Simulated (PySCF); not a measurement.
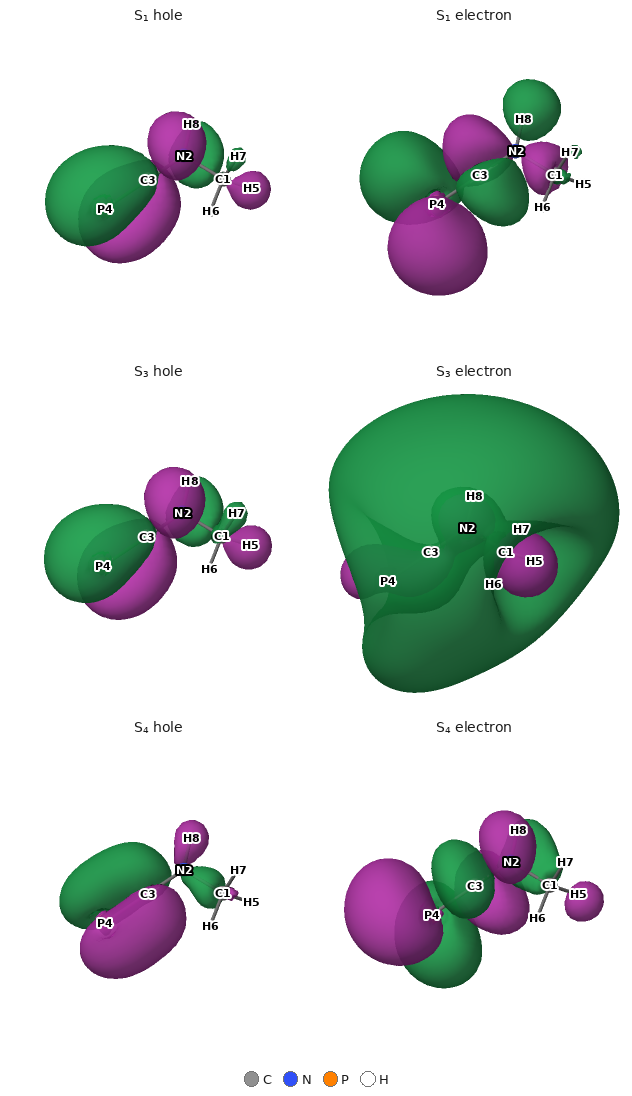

*C2H4NP, SMILES `CNC#P`. Leading natural transition orbitals (full linear response singlet states).*

Level of theory: PBE0/6-311+G** (PySCF), at a geometry from GFN2-xTB. No frequency check shows the geometry to be a minimum. GFN2-xTB bond lengths at metals and heavier atoms can be off by up to 0.1 Å and shapes distorted, which carries into these values.

Coordinates in Å:

```
C1       2.0595   -0.4413   -0.0129
N2       1.0276    0.5684    0.0673
C3      -0.2486    0.2549   -0.0075
P4      -1.7556   -0.1495   -0.0037
H5       2.3745   -0.6306   -1.0457
H6       1.6755   -1.3689    0.4081
H7       2.9262   -0.1186    0.5658
H8       1.2985    1.4996   -0.2216
```

> Describe these excited states.

By state:
- S₁: 3.29 eV (377 nm), f = 0.000 (dark); the leading pair carries 100 %; hole on P4 (56 %), N2 (19 %) and C3 (18 %), electron on P4 (58 %), C3 (28 %) and N2 (6 %); their centroids lie 0.3 Å apart.
- S₃: 4.92 eV (252 nm), f = 0.021, diffuse (Rydberg-like) orbital; the leading pair carries 98 %; hole on P4 (53 %), N2 (22 %) and C3 (17 %), electron on H8 (23 %), P4 (19 %) and C3 (17 %) (atom shares of so diffuse an orbital are rough); their centroids lie 1.7 Å apart.
- S₄: 5.62 eV (221 nm), f = 0.001 (very weak); the leading pair carries 99 %; hole on P4 (48 %), C3 (40 %) and N2 (5 %), electron on P4 (48 %), C3 (33 %) and N2 (13 %); their centroids lie 0.1 Å apart.

Cost of the run: 6.6 min on 1 thread of Arm Neoverse V2, on a shared host, peak memory 0.68 GiB.
